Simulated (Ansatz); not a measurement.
# Profile along the Mo–C line in Mo2C (space group Pbcn)

Mo₂C (space group Pbcn)

```xyz
12
Lattice="4.6798 0.0000 0.0000 0.0000 5.9790 0.0000 0.0000 0.0000 5.1500" Properties=species:S:1:pos:R:3 pbc="T T T"
Mo     1.1489     5.2470     0.4102
Mo     3.5309     0.7321     4.7398
Mo     1.1910     3.7216     2.9852
Mo     3.4889     2.2575     2.1648
Mo     3.4889     3.7216     4.7398
Mo     1.1910     2.2575     0.4102
Mo     3.5309     5.2470     2.1648
Mo     1.1489     0.7321     2.9852
C      2.3399     5.2454     3.8625
C      2.3399     0.7337     1.2875
C      0.0000     3.7232     1.2875
C      0.0000     2.2558     3.8625
```

Fields along a shortest Mo–C line of a (010) plane (2.07 Å), from Mo to C, interpolated on the slice's grid (step about 0.2 Å). Level of theory: LDA (plane waves to 420 eV, PAW, scalar-relativistic; Ansatz, a program for electronic structure). k mesh 8×7×7. Near the nuclei the fields are pseudised (PAW); where an atom keeps semicore shells as valence, they peak there. Mo2C is run without spin polarisation. Mo2C was relaxed with its symmetry unable to fall.

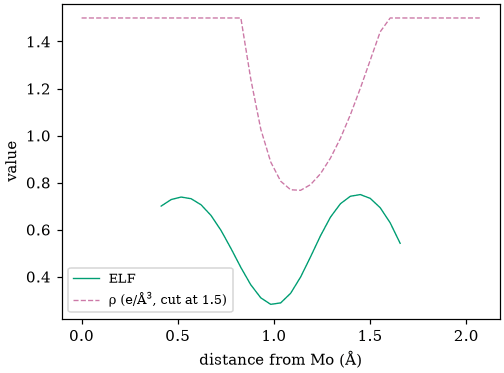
Fig. 1. ELF (away from the nuclei) and valence density from Mo to C.

Density on the Mo–C line (2.07 Å) at its density minimum, 1.1 Å from Mo: 0.77 e/Å³. ELF at that point: 0.4.
